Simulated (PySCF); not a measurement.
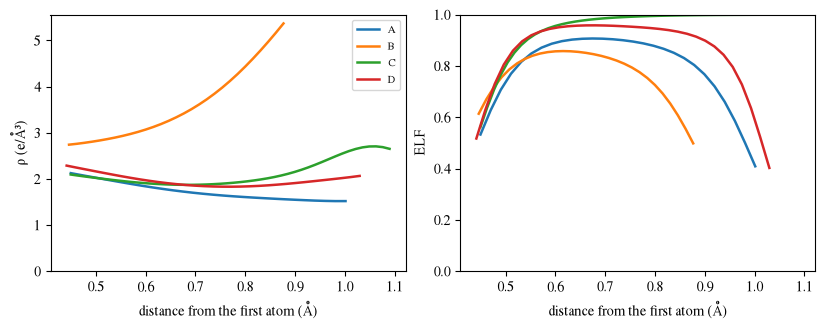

*C₆H₇O₂S (SMILES O=C([O-])[C@H]1CCC(=S)C1) (charge −1). Total electron density and electron localisation function along straight lines between neighbouring atoms. The curves leave out the atomic cores.*

Geometry: GFN2-xTB.

These are results of PBE0/pcSseg-1, SCF density, gas phase, non-relativistic (PySCF), not measurements.

```xyz
16

O     2.1176   -0.4221   -1.5660
C     2.1825    0.0256   -0.4138
O     3.1239    0.5217    0.2039
C     0.7959   -0.0268    0.3775
C    -0.0806    1.1589   -0.0350
C    -1.5117    0.6793    0.2247
C    -1.4287   -0.8122    0.1121
S    -2.7159   -1.8050    0.2847
C    -0.0304   -1.2246   -0.0828
H     0.9741   -0.0282    1.4567
H     0.0629    1.3436   -1.1026
H     0.1671    2.0699    0.5092
H    -2.2610    1.0928   -0.4565
H    -1.8245    0.9366    1.2419
H     0.2084   -2.1760    0.3932
H     0.2128   -1.3246   -1.1585
```

**Which curve belongs to which contact (C–C, C–H, C–O and C–S)? The first atom named is at distance zero.**

Curve A: C–S (1.63 Å): the density is about 1.6 e/Å³ at the midpoint; the ELF peaks at about 0.90 between the atoms, as expected for localised, covalent bonding. Curve B: C–O (1.23 Å): ρ is about 3.1 e/Å³ halfway; the ELF peaks at about 0.85 between the atoms; a short, strongly polar bond. Curve C: C–H (1.09 Å): the density is about 2 e/Å³ at the midpoint; the ELF climbs to about 1 towards the hydrogen, as it does in any bond to H: an ordinary covalent bond to hydrogen. Curve D: C–C (1.47 Å): the density is about 1.8 e/Å³ at the midpoint; the ELF peaks at about 0.95 between the atoms, as expected for a shared electron pair.
